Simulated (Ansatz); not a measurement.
# How far to go with the plane-wave cutoff: Sr2Mg (I4mm, 3 atoms in the cell)

```yaml
crystal:
  lattice:
    - [-2.12880, 2.12880, 7.28373]
    - [2.12880, -2.12880, 7.28373]
    - [2.12880, 2.12880, -7.28373]
  atoms:
    - { symbol: Sr, position: [0.36146, 0.36146, 0.00000] }
    - { symbol: Sr, position: [0.64197, 0.64197, 0.00000] }
    - { symbol: Mg, position: [0.00000, 0.00000, 0.00000] }
```

Level of theory: PBEsol, default PAW files made with PBE (plane waves; Ansatz, a quantum-chemistry and plane-wave program).

Base settings: basis.ecutwfc = 30.9 Ry; kpoints.mp_grid.grid = 7 7 7; hamiltonian.xc = pbesol; hamiltonian.pseudopotentials = {kind: paw} (the program's default PAW files); scf.occupations.method = gaussian; scf.occupations.width = 0.0073 Ry.

The second cell is the first with its lattice scaled by 0.98.

The mesh stays at the base's, so the ladder's end is converged at best in this setting alone.

The first pressure column holds Ansatz's estimate of the finite-basis (Pulay) stress, which hides part of the cutoff error; the other is without it.

Only quantities that move along the ladder and can be compared are tabulated.

The count of work is k-points × plane waves × bands × iterations; it is no time. 

The starting cell comes from a database of computed structures (which also holds hypothetical and non-ambient phases and stackings), without a prior relaxation at this level. Its lattice was rescaled by up to half a per cent. One atom was moved a little off its site on purpose.

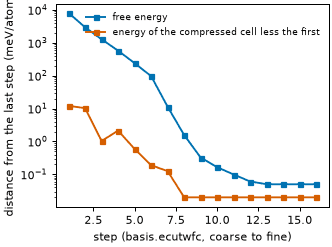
*Distance from the last step along the ladder; very small values are drawn at a floor.*

```tsv
basis.ecutwfc	free energy less the last step's (meV/atom)	energy of the compressed cell less the first (meV/atom)	pressure (GPa)	pressure without the Pulay estimate (GPa)	largest difference of a force vector from the last step's (eV/Å)	count of work / last
10.7 Ry	8064.97	3.06	-1.64	-119.65	0.073	0.064
12.5 Ry	2940.78	1.22	-1.01	-51.01	0.004	0.084
14 Ry	1268.36	-10.06	-0.98	-25.36	0.003	0.093
15.4 Ry	572.96	-11.16	-1.03	-13.32	0.004	0.11
16.9 Ry	238.40	-8.44	-0.99	-6.78	0.002	0.13
18.4 Ry	96.40	-9.22	-0.98	-3.63	0.001	0.13
21.7 Ry	11.28	-8.90	-0.99	-1.39	0.001	0.18
24.6 Ry	1.57	-9.02	-0.99	-1.05	0.000	0.19
27.9 Ry	0.32	-9.02	-0.99	-1.00	0.000	0.23
30.9 Ry	0.16	-9.02	-0.99	-0.99	0.000	0.27
33.8 Ry	0.10	-9.02	-0.99	-0.99	0.000	0.31
37.1 Ry	0.06	-9.03	-0.99	-0.99	0.000	0.35
41.5 Ry	0.04	-9.03	-0.99	-0.99	0.000	0.42
46.3 Ry	0.03	-9.03	-0.99	-0.99	0.000	0.50
54 Ry	0.02	-9.03	-0.99	-0.99	0.000	0.62
61.7 Ry	0.01	-9.03	-0.99	-0.99	0.000	0.76
74.2 Ry	0.00	-9.03	-0.99	-0.99	0.000	1.0
```

Coarsest basis.ecutwfc that holds the energy of the compressed cell less the first within 0.5 meV/atom of the last step, with all finer ones: 18.4 Ry, at 0.13 of the last step's count of work; the step before is off by 0.59 meV/atom.

Coarsest basis.ecutwfc that holds the pressure without the Pulay estimate within 0.2 GPa of the last step, with all finer ones: 24.6 Ry, at 0.19 of the last step's count of work; the step before is off by 0.40 GPa.

Coarsest basis.ecutwfc that holds the free energy within 5 meV/atom of the last step, with all finer ones: 24.6 Ry, at 0.19 of the last step's count of work; the step before is off by 11 meV/atom.

The energy difference between the two cells stays within 1 meV/atom of the last step's from 16.9 Ry on, the total only from 27.9 Ry on: much of the error is common to both cells and cancels.

At the lowest cutoff the pressure without the Pulay estimate lies 119 GPa under the last step's, the usual sign of Pulay stress in an incomplete plane-wave basis.

Keys are those of Ansatz 0.2.
